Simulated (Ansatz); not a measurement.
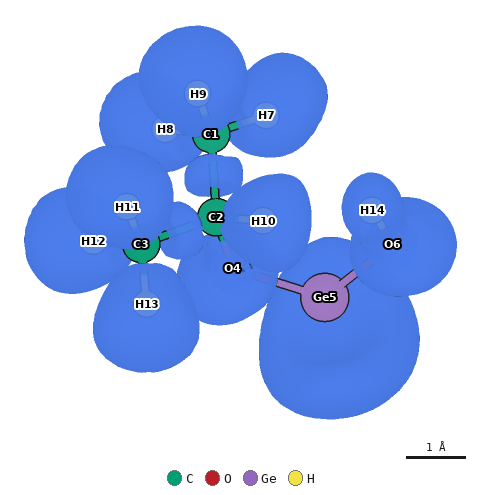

The picture shows: C3H8GeO2 (SMILES CC(C)[O][Ge][OH]). Isosurface of the ELF at 0.75 (blue), seen at a tilt. Core shells and regions of very low density are left out.

Geometry: PBE0-D4/def2-TZVP.

Level of theory: Ansatz, RKS PBE0-D4/def2-TZVPP.

The calculation's input:

```
crystal:
  periodic: [false, false, false]
  atoms:
    - {symbol: C, position_ang: [-0.082500, -1.316549, 0.316804]}
    - {symbol: C, position_ang: [0.198497, 0.109707, -0.118511]}
    - {symbol: C, position_ang: [1.371706, 0.196140, -1.072714]}
    - {symbol: O, position_ang: [-0.937100, 0.650667, -0.765523]}
    - {symbol: Ge, position_ang: [-2.353094, 1.492843, -0.071496]}
    - {symbol: O, position_ang: [-1.997996, 1.469364, 1.683940]}
    - {symbol: H, position_ang: [-0.922401, -1.356763, 1.014687]}
    - {symbol: H, position_ang: [-0.334496, -1.927011, -0.553544]}
    - {symbol: H, position_ang: [0.790893, -1.754111, 0.806579]}
    - {symbol: H, position_ang: [0.444275, 0.711236, 0.772036]}
    - {symbol: H, position_ang: [2.281817, -0.187626, -0.605327]}
    - {symbol: H, position_ang: [1.166108, -0.391253, -1.970651]}
    - {symbol: H, position_ang: [1.544433, 1.230906, -1.372911]}
    - {symbol: H, position_ang: [-1.183144, 1.043248, 1.965432]}
basis:
  gaussian: {orbitals: def2-TZVPP}
hamiltonian: {xc: pbe0, dispersion: d4}
output: {orbitals: {seedname: orbitals}}
```

Launched as:

```sh
ansatz run in.yaml --threads 4 --pin off --events-out ev --progress --plain --max-ram 11315MiB
```

Q: Where are the electrons localised?

A: The ELF exceeds this value in two regions between bonded C–C atoms (shared pairs), seven regions around hydrogen nuclei, one region on O in which the atom's valence shell and bonds are merged, one lobe on Ge, pointing away from the bonds (lone pairs) and one joined region spread over several atoms (H, O), in which their bonds and any lone pairs are merged. Profiles from the grid: C–O (1.41 Å): the ELF peaks at about 0.85 between the atoms, as expected for a shared but strongly polarised pair. C–C (1.51 Å): the ELF peaks at about 0.95 between the atoms: a shared electron pair.
